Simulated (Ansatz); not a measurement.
# CASCI(6,6)/6-311G(d) run of GaNH6 (SMILES [NH3+][GaH3-])

Aim: the energy change on altering one bond length of GaNH6 at CASCI(6,6)/6-311G*, from 2 runs. 

The calculation is run with Ansatz 0.2.0.

2 further runs of the same task are left out: 1 that didn't finish, 1 set aside as unsound or not needed.

## 1. The system as given

GaNH6: 8 atoms, total charge 0, spin state singlet. As SMILES, `[NH3+][GaH3-]`. Geometry: relaxed at PBE0-D4/def2-TZVP.

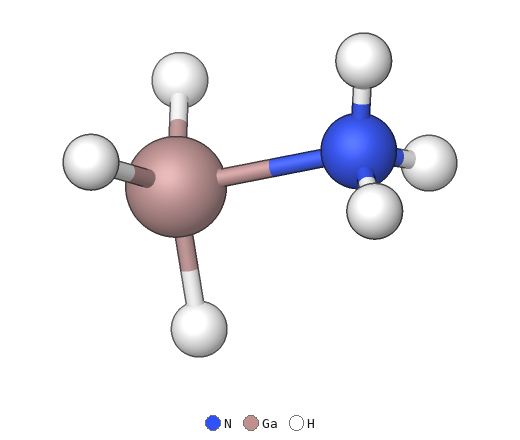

The structure, seen from a chosen angle (nitrogen blue, gallium pink, hydrogen white).

## 2. The energy at CASCI(6,6)/6-311G(d)

File job.yaml:

```yaml
crystal:
  periodic: [false, false, false]
  atoms:
    - symbol: "N"
      position_ang: [-0.313300, -0.153600, -0.970200]
    - symbol: Ga
      position_ang: [0.367200, 0.153200, 1.047500]
    - symbol: H
      position_ang: [-0.334500, 0.723200, -1.478000]
    - symbol: H
      position_ang: [-1.247400, -0.546600, -0.977000]
    - symbol: H
      position_ang: [0.302300, -0.790400, -1.462500]
    - symbol: H
      position_ang: [-0.755200, 1.164500, 1.515600]
    - symbol: H
      position_ang: [1.800200, 0.736200, 0.718800]
    - symbol: H
      position_ang: [0.273000, -1.343500, 1.550100]
basis:
  gaussian: {orbitals: 6-311G_st_.json}
hamiltonian: {pseudopotentials: {relativity: none}}
correlation:
  active_space: {window: {electrons: 6, orbitals: 6}, fixed_orbitals: true, states: [{multiplicity: 1, weights: [1]}]}
  electrons: all
scf: {lower_state_search: standard}
output: {orbitals: {seedname: orbitals}}
```

The basis set 6-311G* is read from a file made from the Basis Set Exchange's data (not shown).

Run with:

```
$ ansatz run job.yaml --threads 1 --pin off --max-ram 2610MiB --events-out events.jsonl --progress --plain --runs-dir runs
```

The program printed:

```text
Warning: RAYON_NUM_THREADS=1 ignored (pool sized by the plan → 1); use --threads N
Functional definition: HF
  name "HF"
  exchange = exact_x
  correlation = 0
728 factors; integrals over basis functions are off by at most 1.3e-3 eV
mean field evaluation 1: about -53908.2143 eV, gradient 2.6e1 eV
mean field evaluation 2: about -53908.2436 eV, gradient 2.6e1 eV
mean field evaluation 4: about -53909.8535 eV, gradient 2.6e0 eV
mean field evaluation 8: about -53909.8757 eV, gradient 2.3e-1 eV
mean field -53909.87577878 eV, -1981.1513934438 hartree, gradient 3.1e-6 eV, S^2 0.000000; 0 other end points of the search recorded, 0 dependent functions left out
reference -53909.87577878 eV, -1981.1513934438 hartree; 22, 22 occupied and 58, 58 virtual orbitals, 728 factors
state -53909.88493420 eV, -1981.1517298994 hartree
Total energy: -53909.88493420 eV, -1981.1517298994 hartree
```

It took 1.1 s on 1 thread of Arm Neoverse N1, shared host; peak memory 0.12 GiB.

## 3. The distorted shape, same level

job.yaml: that of step 2 with these lines changed.

```diff
@@ -4,3 +4,3 @@
     - symbol: "N"
-      position_ang: [-0.313300, -0.153600, -0.970200]
+      position_ang: [-0.245244, -0.122917, -0.768413]
     - symbol: Ga
@@ -8,7 +8,7 @@
     - symbol: H
-      position_ang: [-0.334500, 0.723200, -1.478000]
+      position_ang: [-0.266444, 0.753883, -1.276213]
     - symbol: H
-      position_ang: [-1.247400, -0.546600, -0.977000]
+      position_ang: [-1.179344, -0.515917, -0.775213]
     - symbol: H
-      position_ang: [0.302300, -0.790400, -1.462500]
+      position_ang: [0.370356, -0.759717, -1.260713]
     - symbol: H
```

The basis set 6-311G* is read from a file made from the Basis Set Exchange's data (not shown).

Run with:

```
$ ansatz run job.yaml --threads 1 --pin off --max-ram 2610MiB --events-out events.jsonl --progress --plain --runs-dir runs
```

The program printed:

```text
Warning: RAYON_NUM_THREADS=1 ignored (pool sized by the plan → 1); use --threads N
[... 4 set-up lines as earlier in the session ...]
728 factors; integrals over basis functions are off by at most 1.2e-3 eV
mean field evaluation 1: about -53907.9277 eV, gradient 2.6e1 eV
mean field evaluation 2: about -53907.9560 eV, gradient 2.6e1 eV
mean field evaluation 4: about -53909.5888 eV, gradient 2.6e0 eV
mean field evaluation 8: about -53909.6110 eV, gradient 2.6e-1 eV
mean field -53909.61109922 eV, -1981.1416666497 hartree, gradient 2.4e-6 eV, S^2 0.000000; 0 other end points of the search recorded, 0 dependent functions left out
reference -53909.61109922 eV, -1981.1416666497 hartree; 22, 22 occupied and 58, 58 virtual orbitals, 728 factors
state -53909.61881912 eV, -1981.1419503508 hartree
Total energy: -53909.61881912 eV, -1981.1419503508 hartree
```

It took 1.2 s on 1 thread of Arm Neoverse N1, shared host; peak memory 0.12 GiB.

## 4. Summary of results

At CASCI(6,6)/6-311G*:

| quantity | value |
| --- | --- |
| first shape: total energy | -1981.15173 Eh |
| distorted shape: total energy | -1981.14195 Eh |
| energy change with the N1–Ga2 bond shortened from 2.151 to 1.936 Å | 0.266 eV |

In words: With the N1–Ga2 bond shortened from 2.151 to 1.936 Å the energy rises by 0.27 eV (25.7 kJ/mol). The first shape isn't relaxed at this level, so the change isn't measured from a minimum.
